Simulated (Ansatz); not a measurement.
# Pt, response to strain

The reference is Pt in the fcc (Cu type) structure (space group Fm-3m, No. 225; a = 3.9719 Å; relaxed with 0.1 eV smearing).

Strains are applied to the cell and any free atomic positions relax.

Level of theory: Ansatz (a program for electronic structure), PBE, PAW, cutoff 420 eV, without spin-orbit coupling, earlier PAW set.

Notes on the quantities. energy relative to the base: free energy F.

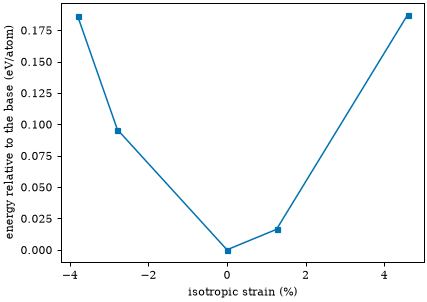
Figure. Energy relative to the base against isotropic strain

Task: From the plot, what is the energy relative to the base for isotropic strain +4.60 %?

Result: About 0.19 eV/atom.

Task: Is the trend monotonic over the range shown?

Result: No, it turns within the range, spanning 0 meV/atom to +187 meV/atom.

No phonon test of stability was made. The final runs are not spin-polarised. Pt lies near a magnetic instability that expansion can trigger; it was not tested.
